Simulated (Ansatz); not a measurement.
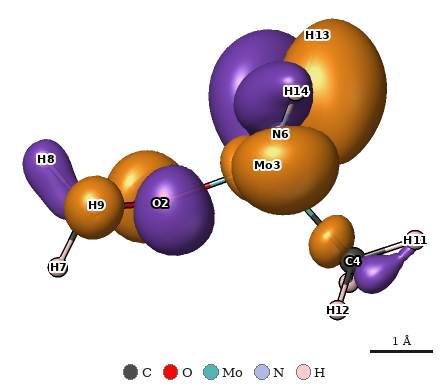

*C2H8MoN2O (SMILES C[O][Mo]([CH3])(=[NH])=[NH]). One frontier orbital at ±0.1 Å⁻³ᐟ² (orange and purple are the two phases), seen at a tilt.*

Geometry: PBE0-D4/def2-TZVP; core potentials replace the inner electrons of Mo.

Level of theory: Ansatz 0.2.0, RKS PBE0-D4/def2-TZVPP.

Input

```
crystal:
  periodic: [false, false, false]
  atoms:
    - {symbol: C, position_ang: [-2.165539, 1.252231, -0.359516]}
    - {symbol: O, position_ang: [-0.994175, 0.602285, -0.766539]}
    - {symbol: Mo, position_ang: [0.609499, 0.058245, 0.026393]}
    - {symbol: C, position_ang: [0.841823, -2.033457, -0.169005]}
    - {symbol: N, position_ang: [2.009557, 0.710921, -0.744753]}
    - {symbol: N, position_ang: [0.627681, 0.331835, 1.734388]}
    - {symbol: H, position_ang: [-3.022891, 0.771578, -0.840038]}
    - {symbol: H, position_ang: [-2.139574, 2.301845, -0.669557]}
    - {symbol: H, position_ang: [-2.296040, 1.204855, 0.726668]}
    - {symbol: H, position_ang: [0.849543, -2.283317, -1.233569]}
    - {symbol: H, position_ang: [1.772110, -2.378774, 0.283035]}
    - {symbol: H, position_ang: [0.000437, -2.527983, 0.324107]}
    - {symbol: H, position_ang: [2.848576, 1.258244, -0.869055]}
    - {symbol: H, position_ang: [1.059012, 0.731482, 2.557450]}
basis:
  gaussian: {orbitals: def2-TZVPP}
hamiltonian: {xc: pbe0, dispersion: d4}
output: {orbitals: {seedname: orbitals}}
```

Launched as:

```sh
ansatz run in.yaml --threads 4 --pin off --events-out ev --progress --plain --max-ram 11315MiB
```

> Which orbital is it: HOMO or LUMO?

The HOMO, at −7.39 eV. Its weight (Hirshfeld) is mainly on N5 (about 45 %), O2 (about 15 %), N6 (about 15 %) and Mo3 (about 15 %); largely a combination of lone pairs on N5, O2 and N6.
